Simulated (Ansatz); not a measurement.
Cost and result by functional for the adsorption energy of CO on the 1x1 (111) surface of fcc Ag, one in a 2x2 cell, started at the site 'top Ag', in Ansatz (plane waves, PAW). Single points on the PBE structure, on one kind of machine; costs are rough ratios of the slab run's core time (references not counted) to the cheapest single point. r2SCAN's cost holds its higher cutoff (500 against 420 eV). Differences are taken against r2SCAN for comparison alone: no measured value is at hand, so the table doesn't rank accuracy.

Set-up: 18 atoms, 7.1 Å thick at the start under the adsorbate (thin: gaps and levels are the slab's own); mesh 6x6x1; 0.1 eV smearing; dipole correction on; 8 atoms held, the rest relaxed; symmetry of the start imposed; no spin, no spin-orbit, no U, no dispersion correction. At the end it is bonded to Ag. In PBE it is, or lies within 0.03 eV of, the lowest of the starts that converged. These notes are the PBE run's. Adsorption energies are against CO(g). A negative adsorption energy means that the adsorbate is more stable on the surface than in its reference.

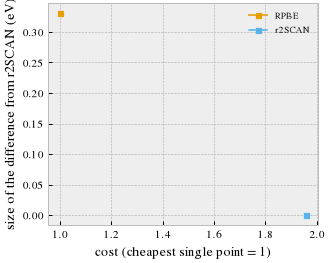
Figure: Difference from r2SCAN against cost

| functional | relative cost | adsorption energy (eV) | less r2SCAN (eV) |
|---|---|---|---|
| RPBE | 1 | 0.13 | 0.33 |
| r2SCAN | 2 | -0.20 | 0.00 |
| PBE (the relaxed run's value) | – | -0.14 | 0.07 |

The values span 0.33 eV, while the single points' costs differ by a factor of roughly 2. Differences are of unrounded values.

Ansatz is a program for electronic structure.
